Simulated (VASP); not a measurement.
Band structure of AlP (zinc blende). Computed with PBE GGA with D4 dispersion, VASP's PBE PAW potentials (set 64) (plane waves; VASP 6.6.1).

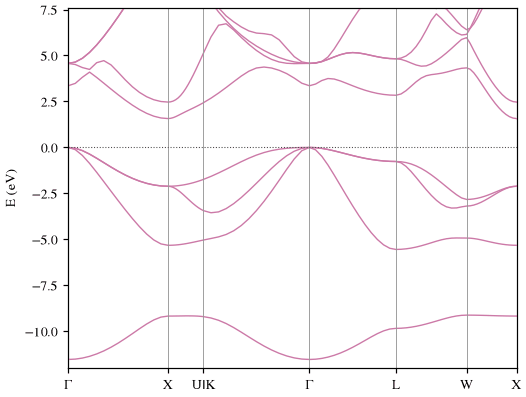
Figure. Bands along high-symmetry lines, zero at the valence-band maximum or, without a gap, the Fermi level

### Question
Read the plot: is there a gap, and where are the band edges?

### Answer
The gap is indirect, 1.57 eV, from the valence maximum at Γ to the conduction minimum at X. (Edges off the drawn lines would not show.)

Measured: gap 2.54 eV (computed value off by -0.97 eV), as given by Wei Chen et al., Physical Review Materials (2018), doi:10.1103/physrevmaterials.2.073803 [zero-point renormalisation of 0.02 eV added back (the table's ZPR column)].

The compound is AlP in the zinc blende structure. It was relaxed first.
